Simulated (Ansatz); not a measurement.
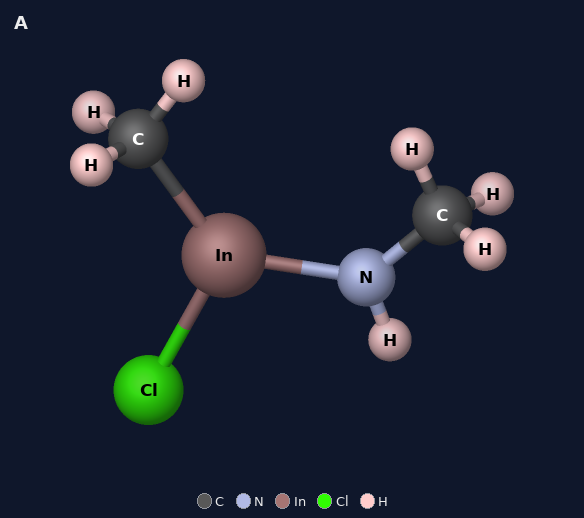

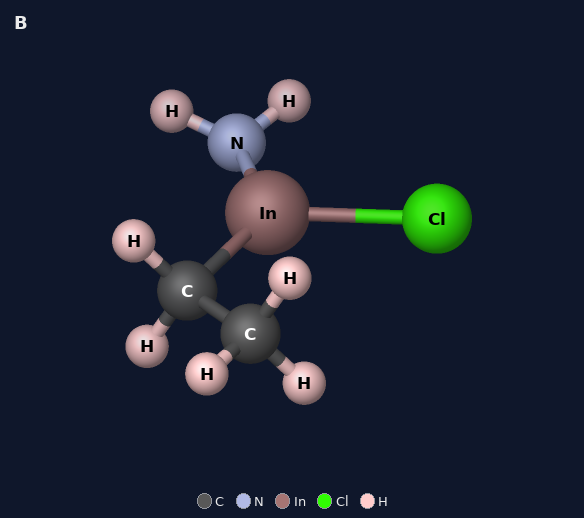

2 stationary structures of one formula. Geometries: PBE0-D4/def2-TZVP. Electronic energies: CCSD(T)/CBS (MP2 limit from def2-TZVPP and def2-QZVPP plus CCSD(T) − MP2) (Ansatz 0.2.0), without zero-point energy. No frequency run is at hand to confirm each as a minimum. Each is one conformer, not always the lowest.

### Are they conformers, stereoisomers or constitutional isomers?

They are constitutional isomers of C2H7ClInN: A `C[NH][In]([CH3])[Cl]`, B `C[CH2][In]([NH2])[Cl]`.

### Rank them by energy, lowest first.

B is lowest; A lies 32.6 kJ/mol above it.

Give E(B) − E(A) in kJ/mol at these levels too: RHF-CCSD(T) (frozen core)/def2-TZVPP; B2PLYP (frozen core)/def2-TZVPP; RHF-MP2 (frozen core)/def2-QZVPP; CCSD(T)/CBS (MP2 limit from def2-TZVPP and def2-QZVPP plus CCSD(T) − MP2); B3LYP-D4/def2-TZVPP; ωB97X-V/def2-TZVPP; PBE-D4/def2-TZVPP; PBE0-D4/def2-TZVPP.

```tsv
level	E(B) − E(A) (kJ/mol)
RHF-CCSD(T) (frozen core)/def2-TZVPP	−29.5
B2PLYP (frozen core)/def2-TZVPP	−28.4
RHF-MP2 (frozen core)/def2-QZVPP	−34.1
CCSD(T)/CBS (MP2 limit from def2-TZVPP and def2-QZVPP plus CCSD(T) − MP2)	−32.6
B3LYP-D4/def2-TZVPP	−28.2
ωB97X-V/def2-TZVPP	−28.0
PBE-D4/def2-TZVPP	−30.0
PBE0-D4/def2-TZVPP	−29.9
```
